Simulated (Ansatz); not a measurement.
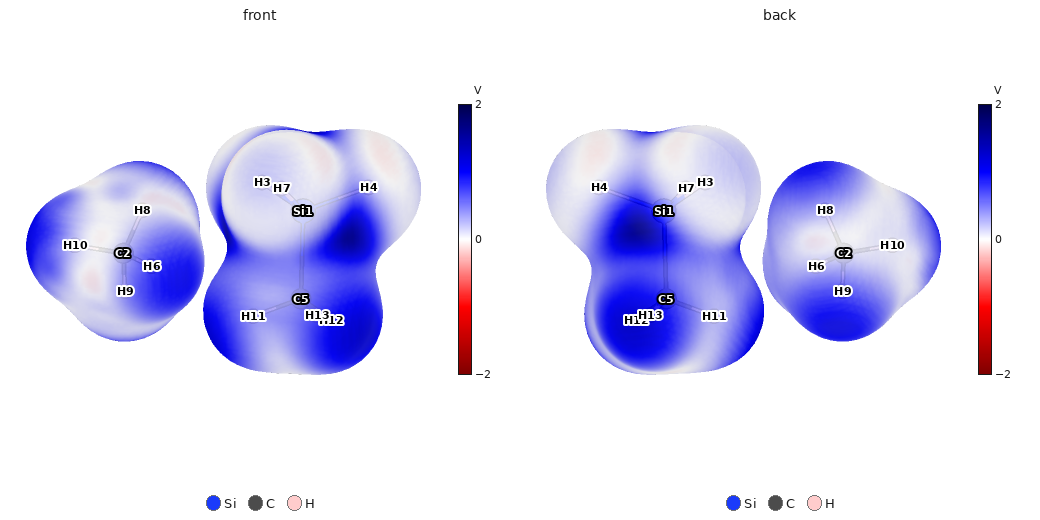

Figure. CH6Si···CH4. The electrostatic potential painted on the density surface at 0.004 e/bohr³, seen from the front and from behind; the colour scale runs from red (negative) to blue (positive).

The product side of a reaction path; geometry: PBE0-D4/def2-TZVP.

All numbers below come from RKS PBE0-D4/def2-TZVPP in Ansatz.

```xyz
13

Si   -1.1377    1.1666    0.6220
C     1.2637   -1.9912    0.2962
H    -1.9064   -0.1017    0.7455
H    -2.0625    2.2977    0.9062
C    -0.3999    1.3318   -1.0887
H     1.8628   -1.0875    0.4067
H    -0.0717    1.1666    1.6601
H     0.3590   -1.9035    0.8971
H     0.9931   -2.1268   -0.7509
H     1.8419   -2.8507    0.6340
H     0.2774    0.5017   -1.2991
H     0.1636    2.2631   -1.1791
H    -1.1832    1.3340   -1.8499
```

Which sites attract a positive test charge, and which a negative one?

A positive charge is drawn to the negative regions and a negative charge to the positive ones. The most negative region (about −0.1 V) lies over the C and H atoms, the most positive (about +1.5 V) over Si1.
